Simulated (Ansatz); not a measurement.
The figure comes from a scan of BP (zinc blende): a phonon pattern at X = (0.5, 0.5, 0.0) is frozen into a 4-atom cell, Q being the largest atomic displacement. Method: PBE (plane waves to 420 eV, PAW, scalar-relativistic; Ansatz, a first-principles code). k mesh 12×12×12 (Γ-centred), Fermi-Dirac smearing 0.05 eV. Energies are smeared free energies. BP was relaxed with its symmetry unable to fall. The PAW data are Ansatz's earlier set. The zero of ΔE is the undisplaced structure.

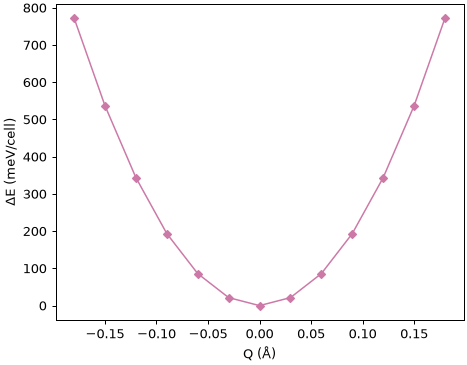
Figure. ΔE (meV/cell) against Q (Å); computed points joined by lines.

Task: Read the plotted values off the figure, to the accuracy that the plot allows.

Result: To the nearest 10:

| Q (Å) | ΔE (meV/cell) |
|---|---|
| -0.180 | 770 |
| -0.150 | 540 |
| -0.120 | 340 |
| -0.090 | 190 |
| -0.060 | 90 |
| -0.030 | 20 |
| 0.000 | 0 |
| 0.030 | 20 |
| 0.060 | 90 |
| 0.090 | 190 |
| 0.120 | 340 |
| 0.150 | 540 |
| 0.180 | 770 |

(For displaced atoms, the force is minus the slope of the energy, and its curvature is a force constant, which sets phonon frequencies.)
